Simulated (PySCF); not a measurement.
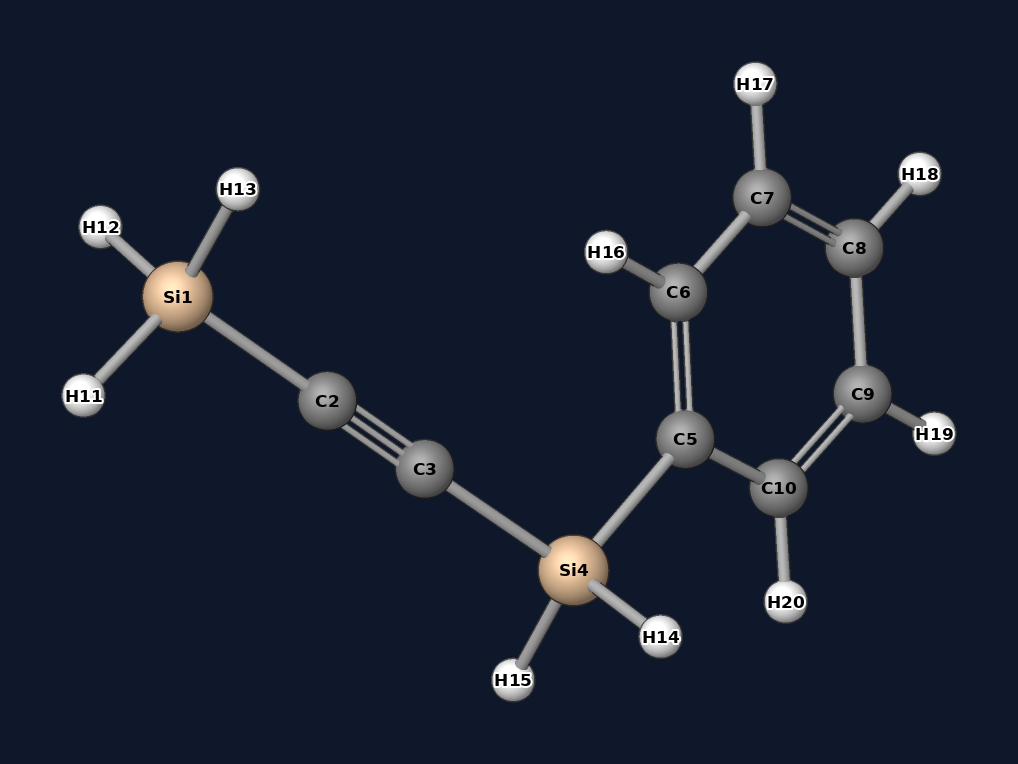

The questions are on isotropic NMR shieldings of the Si atoms. The computed structure is the end point of a GFN2-xTB optimisation. No frequency run is at hand to confirm it as a minimum. Properties computed with GIAO PBE0/pcSseg-1 NMR shielding, non-relativistic, gas phase (PySCF 2.14.0).

List the isotropic NMR shieldings of the Si atoms.

```
atom  σ (ppm)
 Si1    448.8
 Si4    418.2
```

The geometry is semi-empirical. Around Si such bond lengths and angles can be off by a tenth of an ångström or more and by several degrees, and values that hang on the shape move with them.
